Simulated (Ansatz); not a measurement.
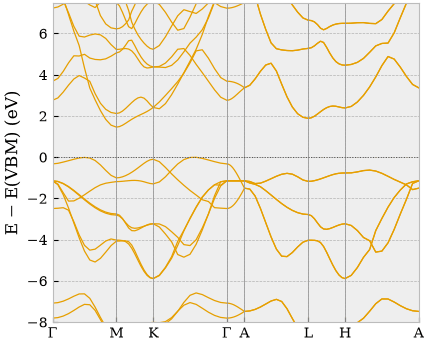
*Band structure from PBEsol (plane waves, PAW; program Ansatz)*

Q: Read off the gap and where the band edges lie.

A: About 1.5 eV (1.46 eV by a search for the band edges); maximum on the K–Γ line, 55 % of the way from K, minimum at M.

Q: Which of these materials gives this?
A) Al5C3N, P6_3mc (Pearson symbol hP18)
B) CdS, P6_3mc (Cd on 2a, Cd on 2b, S on 2a, S on 2b)
C) LiGeN, P6_3mc (Li on 2b, Ge on 2a, N on 2b)
D) ZnS, P6_3mc (Pearson symbol hP40)

A: C, LiGeN, P6_3mc (Li on 2b, Ge on 2a, N on 2b)

The workflow started from a Materials Project entry (that database holds measured and hypothetical structures alike); the Crystallography Open Database copy checked does not list it. Its standing as an ambient phase is unchecked. The cell was relaxed with PBEsol under the symmetry of its start; whether a distortion lowers the energy is not shown. Scalar-relativistic: spin–orbit coupling is off unless named, which matters more the heavier the elements.

Potentials: the later of the program's two PAW sets.
